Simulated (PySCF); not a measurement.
# C4H9BF3PSi: what the fields show

Input

```
{"job": {"kind": "nmr", "xc": "PBE0", "basis": "pcSseg-1"}, "charge": 0, "multiplicity": 1}
C      2.911211    -0.416536     0.388156
C      1.691108     0.051049     0.603320
C      0.564149    -0.168060    -0.306524
C     -0.599194     0.799619    -0.364813
Si    -0.636720     2.419077     0.620904
P     -1.024291    -0.810578     0.388336
B     -2.014145    -2.256023    -1.106991
F     -3.310373    -2.092101    -0.877987
F     -1.484620    -3.431109    -0.794845
F     -1.511014    -1.637384    -2.178762
H      3.146272    -0.998737    -0.487195
H      3.718317    -0.235131     1.075728
H      1.474620     0.631401     1.491318
H      0.837188    -0.640322    -1.248076
H     -1.022307     0.885510    -1.363645
H     -1.872521     3.113450     0.268702
H     -0.615254     2.135951     2.059205
H      0.546583     3.193594     0.244559
H     -0.808812    -0.534418     1.745955
```

Command:

```sh
OMP_NUM_THREADS=1 python probes_run.py task.json out
```

Geometry: GFN2-xTB.

Computed with PBE0/pcSseg-1, SCF density, gas phase, non-relativistic (PySCF).

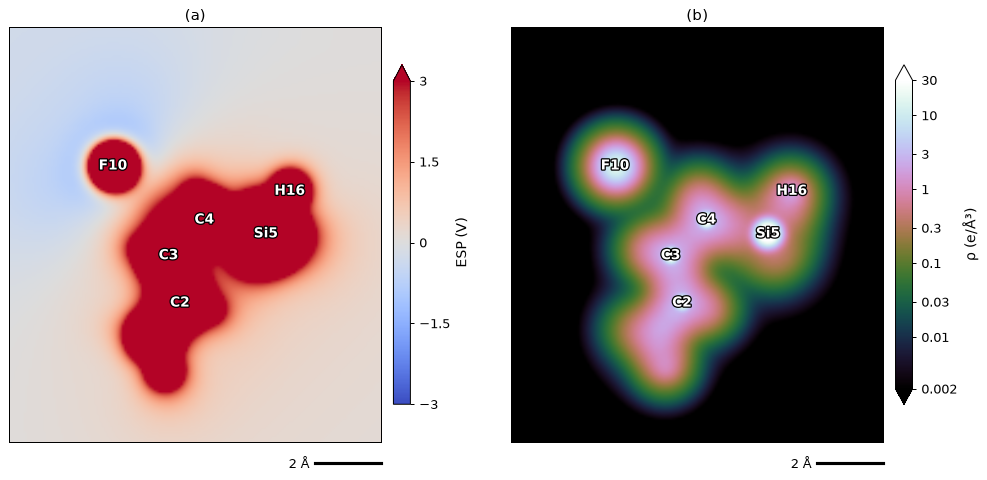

Figure 1. (a) molecular electrostatic potential; (b) electron density on the plane of atoms C3, C4 and Si5.

Question: What does the map show?

Answer: Atoms in the plane: C, Si, F and H. C–Si (1.90 Å): ρ at the midpoint is about 0.9 e/Å³. C–C (1.46 Å): ρ at the midpoint is about 1.8 e/Å³. C–C (1.51 Å): ρ is about 1.6 e/Å³ halfway. Outside the dense part of the molecule the potential is most negative (−0.9 V) near F10.

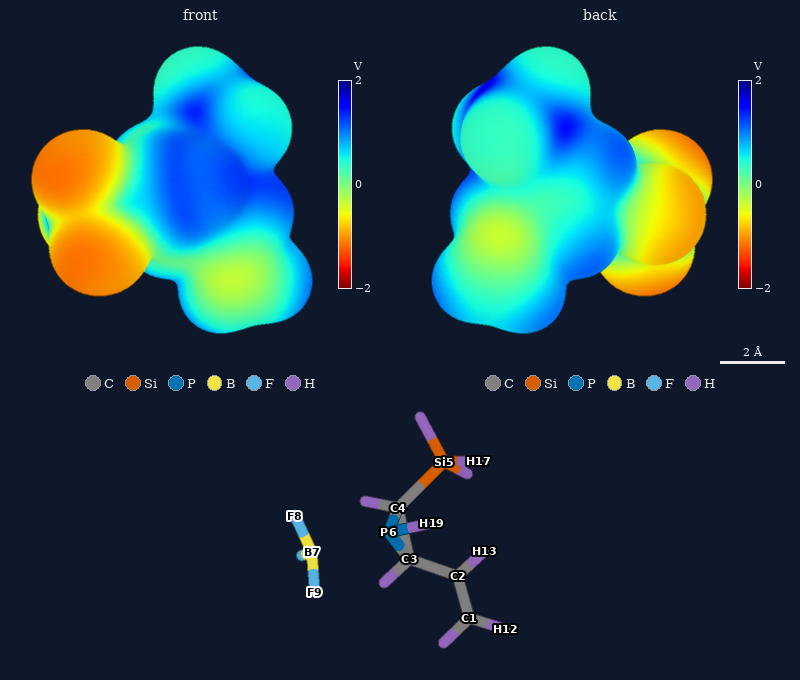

Figure 2. The electrostatic potential painted on the density surface at 0.002 e/bohr³, seen from the front and from behind; red is negative and blue positive. The bare structure is drawn below in the same view.

Question: Which sites attract a positive test charge, and which a negative one?

Answer: A positive charge is drawn to the negative regions and a negative charge to the positive ones. The most negative region (about −1.1 V) lies over F8 and F9, the most positive (about +1.5 V) over Si5.

Question: How polar is the molecule by this calculation?

Answer: Its dipole moment is 4.37 D.
